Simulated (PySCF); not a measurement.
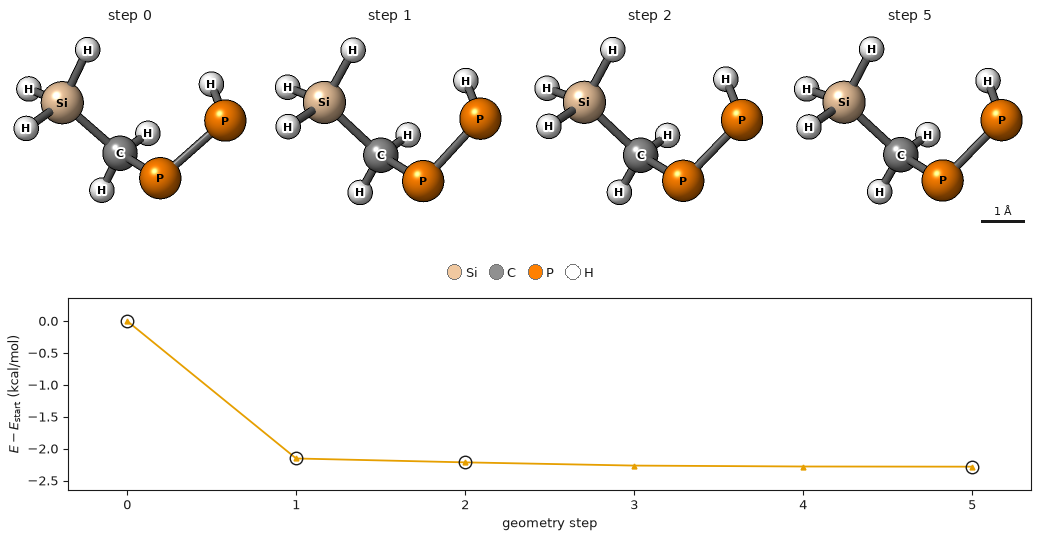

Frames of a relaxation of CH$_{6}$P$_{2}$Si, marked on the history of the run. The picture is a ball-and-stick view, seen at a tilt.

The start comes from GFN2-xTB. Its atoms were then displaced at random by about 0.01 Å.

Method: PySCF 2.14.0, density-fitted response routines, PBE0-D3(BJ)/def2-SVP geometry optimisation, gas phase. 

### Describe the path.

The largest move after the best rigid fit is that of an H atom, 0.14 Å. By element the largest moves are H 0.14 Å, P 0.11 Å, Si 0.05 Å, C 0.04 Å. Some distances before and after: H–Si 1.452 → 1.493 Å, P–P 2.072 → 2.032 Å, H–P 1.406 → 1.438 Å, C–H 1.073 → 1.104 Å. Bond angles that change, for instance: C–Si–H 107.3° → 109.7°, P–P–H 96.5° → 98.8°. After 5 geometry steps the energy has fallen by 2.28 kcal/mol. Cost: 19 s on 1 thread of Arm Neoverse V1, on a shared host. From step 0 to 1: an H atom moves most (0.17 Å), energy −2.15 kcal/mol. From step 1 to 2: an H atom moves most (0.08 Å), energy −0.06 kcal/mol. From step 2 to 5: an H atom moves most (0.07 Å), energy −0.07 kcal/mol.
